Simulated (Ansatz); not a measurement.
Start from ZnSe in the zinc blende structure (space group F-43m, No. 216; a = 5.633 Å).

Perturbation: an isotropic linear strain of +1.50 %, atoms relaxed at fixed cell.

Calculations: PBEsol/PAW in Ansatz (a first-principles code), no spin-orbit coupling.

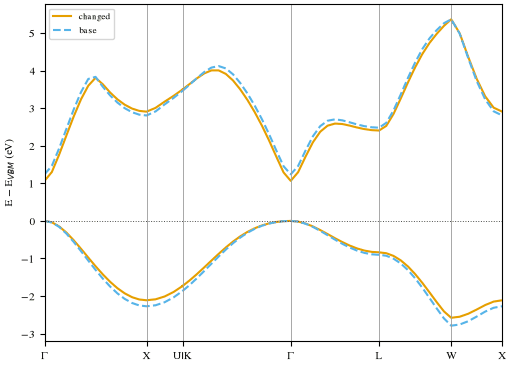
Fig. 1. Highest valence and lowest conduction band along the path, each from its own valence-band maximum

The gap is 1.07 eV, direct at Γ; the base has 1.24 eV.

Gaps are read on the SCF mesh and a high-symmetry path. Whether these cells are dynamically stable was not tested.
